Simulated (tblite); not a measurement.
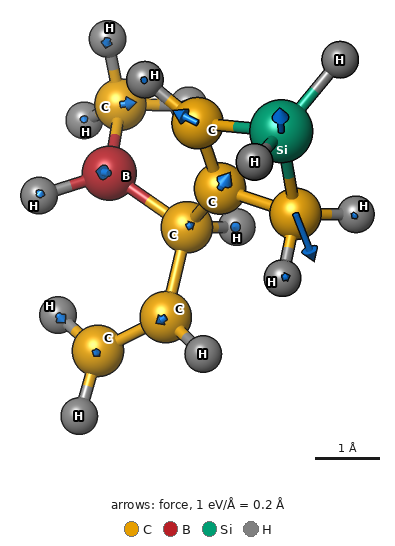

Starting geometry of C7H13BSi with the computed forces as blue arrows. Style: ball-and-stick. Shown from a free direction.

Level of theory: GFN2-xTB geometry optimisation, gas phase (tblite 0.8.0). 

Is this structure relaxed? If not, where do the atoms go?

Answer. It isn't relaxed: the largest force vector, on a C atom, is 4.62 eV/Å. The final displacements have little in common with the starting forces (cosine between the two patterns 0.05). The energy falls by 1.008 eV in 285 geometry steps. The atom that moves furthest after the best rigid fit is an H atom (2.49 Å). Largest moves by element: H 2.49 Å, C 0.99 Å, B 0.31 Å, Si 0.23 Å. Among the contacts that change: C–Si 1.804 → 1.926 Å, C–Si 1.834 → 1.879 Å, C–H 1.128 → 1.093 Å, C–H 1.107 → 1.078 Å. Bond angles that change, for instance: B–C–C 107.9° → 94.4°, C–C–C 95.4° → 104.9°, B–C–H 106.9° → 114.8°. Groups turn about C–C by about 90°, C–C by about 75°. The run took 4.6 s on 1 thread of Arm Neoverse N1, on a shared host.
